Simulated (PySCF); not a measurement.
Dissociation curve of SMILES [BeH2] (H₂Be), singlet. The Be1–H3 bond (Be1 also carries H; H3 carries nothing else) is stretched with both fragments frozen at the PBE0/def2-TZVP optimised geometry.

Levels: UKS-r2SCAN = unrestricted r2SCAN/6-31G (PySCF); RKS-r2SCAN = restricted r2SCAN/6-31G run with PySCF; RKS-CAM-B3LYP = restricted CAM-B3LYP/6-31G in PySCF.

Magnitude of the dipole moment (D; its direction can reverse along the curve, and a method can change to another solution) and Mulliken charge of the fragment that holds Be1:

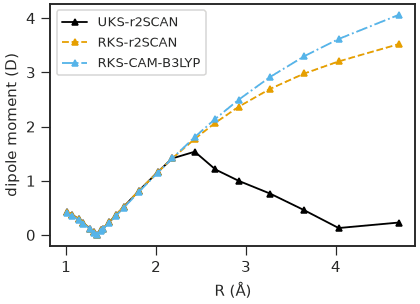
*Dipole moment against bond length.*

```tsv
R / Å	μ UKS-r2SCAN	q UKS-r2SCAN	μ RKS-r2SCAN	q RKS-r2SCAN	μ RKS-CAM-B3LYP	q RKS-CAM-B3LYP
1.01	0.43	-0.05	0.43	-0.05	0.40	-0.09
1.07	0.37	-0.01	0.37	-0.01	0.35	-0.05
1.14	0.29	0.03	0.29	0.03	0.27	-0.01
1.19	0.23	0.05	0.23	0.05	0.21	0.02
1.27	0.11	0.08	0.11	0.08	0.10	0.05
1.31	0.05	0.10	0.05	0.10	0.04	0.06
1.34	0.00	0.10	0.00	0.10	0.00	0.07
1.39	0.08	0.11	0.08	0.11	0.08	0.08
1.41	0.12	0.12	0.12	0.12	0.11	0.09
1.48	0.24	0.13	0.24	0.13	0.23	0.10
1.55	0.36	0.13	0.36	0.13	0.35	0.11
1.64	0.52	0.14	0.52	0.14	0.50	0.12
1.81	0.82	0.14	0.82	0.14	0.80	0.12
2.02	1.16	0.14	1.16	0.14	1.15	0.13
2.18	1.41	0.15	1.41	0.15	1.41	0.14
2.43	1.54	0.14	1.77	0.16	1.81	0.15
2.66	1.21	0.11	2.07	0.16	2.14	0.16
2.92	1.00	0.08	2.37	0.17	2.50	0.17
3.27	0.76	0.06	2.70	0.17	2.92	0.18
3.65	0.45	0.04	2.98	0.17	3.30	0.19
4.03	0.13	0.02	3.20	0.17	3.61	0.19
4.70	0.23	0.00	3.52	0.17	4.06	0.19
```

The unrestricted determinant behind UKS-r2SCAN is spin-contaminated at 2.43 to 4.70 Å (<S²> up to 1.0, against 0.00 for a pure singlet). At the longest distance RKS-r2SCAN, RKS-CAM-B3LYP leaves fractional charges on the fragments, a sign of delocalisation error or of the restricted form. The restricted form behind RKS-r2SCAN, RKS-CAM-B3LYP keeps the bonding electrons paired and can't separate into open-shell fragments.
